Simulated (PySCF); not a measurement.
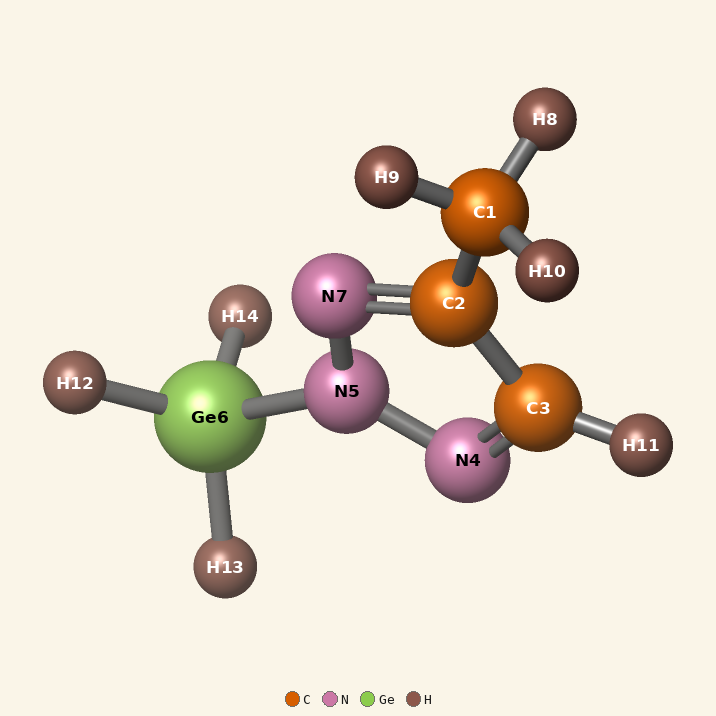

Computed geometry: GFN2-xTB optimisation. No frequency run is at hand to confirm it as a minimum. Level of theory: B3LYP/pcJ-1 (pcSseg-1 on Ge) indirect spin-spin coupling, non-relativistic, gas phase (PySCF 2.14.0). Isotopes: 13C, 1H, 15N.

Give the spin–spin coupling constants of these pairs, with the number of bonds between them: C2/N7, N5/N7, C1/N7, C2/N4, C2/N5, C3/N5, C3/N7, N4/H11, N5/H12, C1/N5, N4/H13, N4/H12, N5/H11, N7/H10.

```csv
pair,bonds apart,J (Hz)
"C2, N7",1,−0.6
"N5, N7",1,−15.8
"C1, N7",2,−9.4
"C2, N4",2,1.5
"C2, N5",2,−1.4
"C3, N5",2,−1.0
"C3, N7",2,1.2
"N4, H11",2,−14.0
"N5, H12",2,−4.9
"C1, N5",3,−3.6
"N4, H13",3,−0.6
"N4, H12",3,−3.9
"N5, H11",3,−9.2
"N7, H10",3,−4.5
```

The geometry is semi-empirical. Around Ge such bond lengths and angles can be off by a tenth of an ångström or more and by several degrees, and values that hang on the shape move with them.
